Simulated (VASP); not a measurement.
Band structure of BaTiO$_{3}$ (tetragonal perovskite). Level of theory: PW91 GGA, VASP's PBE PAW potentials (set 64) (plane waves; VASP).

Unless said otherwise, spin-orbit coupling is left out, though it shifts the bands of the heavy elements here.

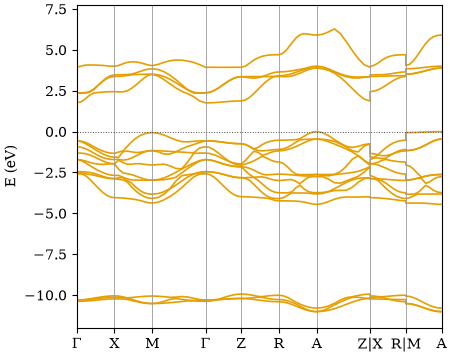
Figure: Bands along high-symmetry lines, zero at the valence-band maximum or, without a gap, the Fermi level

Read the plot: is there a gap, and where are the band edges?

The gap is indirect, 1.76 eV, from the valence maximum at A to the conduction minimum at Γ. (Edges off the drawn lines would not show.)

The compound is BaTiO3 in the tetragonal perovskite structure. It was relaxed first.
